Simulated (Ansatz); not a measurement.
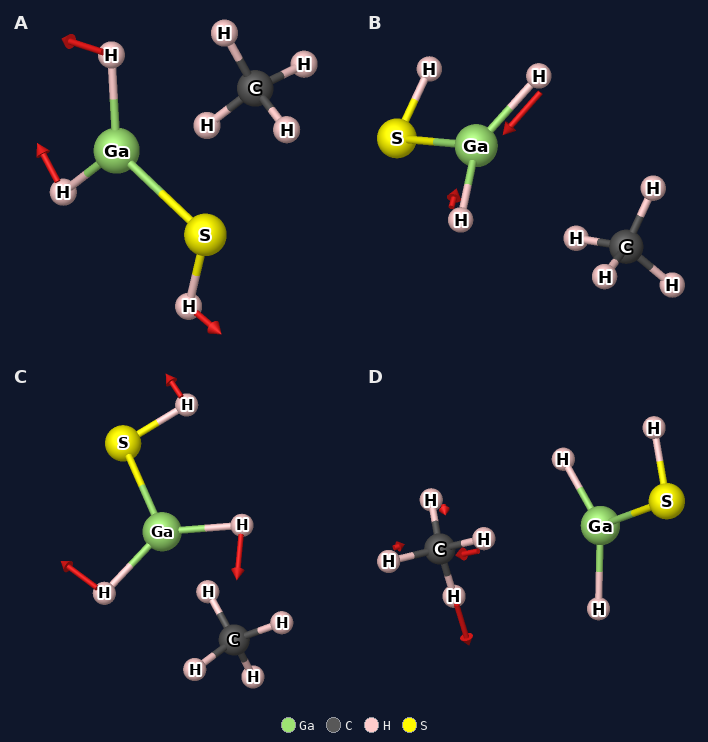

4 normal modes of one molecule or complex, as arrows. Harmonic vibrations computed with RKS PBE0-D4/def2-TZVP (Ansatz 0.2.0) at a stationary point of the same level.

### Match the panels to the wavenumbers 429 cm⁻¹, 735 cm⁻¹, 1999 cm⁻¹, 3155 cm⁻¹.

A: 735 cm⁻¹, angle bending
B: 1999 cm⁻¹, Ga–H stretching
C: 429 cm⁻¹, H–Ga–S bending
D: 3155 cm⁻¹, out-of-phase stretching of 2 C–H bonds
